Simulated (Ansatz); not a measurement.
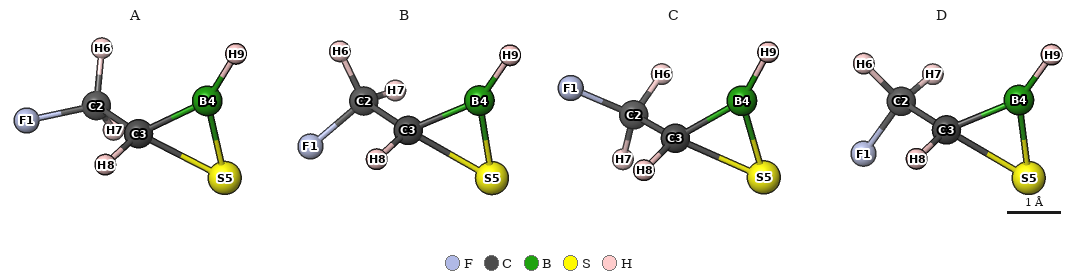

4 geometries from a converged minimum-energy path of C₂H₄BFS, shuffled. Style: ball-and-stick. Shown at a tilt.

These are results of RKS r2SCANh-D4/def2-SVP in Ansatz 0.2.0, not measurements. Set-up: 5 movable images; climbing image; force threshold 0.05 eV/Å; iteration limit 60; starting path through a guess of the saddle point.

> Which frame is the top of the path?

A. In order along the path, whose images run from 0 to 6: D (image 0, 0.00 kcal/mol), B (image 1, +0.96 kcal/mol), A (image 3, +3.83 kcal/mol), C (image 5, +1.85 kcal/mol). The motion is a rotation about the C2–C3 bond by about 125°. No bond forms or breaks between the ends. Among the angles between lasting bonds that change up to the highest image: C3–C2–H6 108.7° → 111.5°, F1–C2–C3 111.4° → 109.3°.

The run took 120 s on 2 threads of Arm Neoverse V1, on a shared host, peak memory 0.21 GiB.
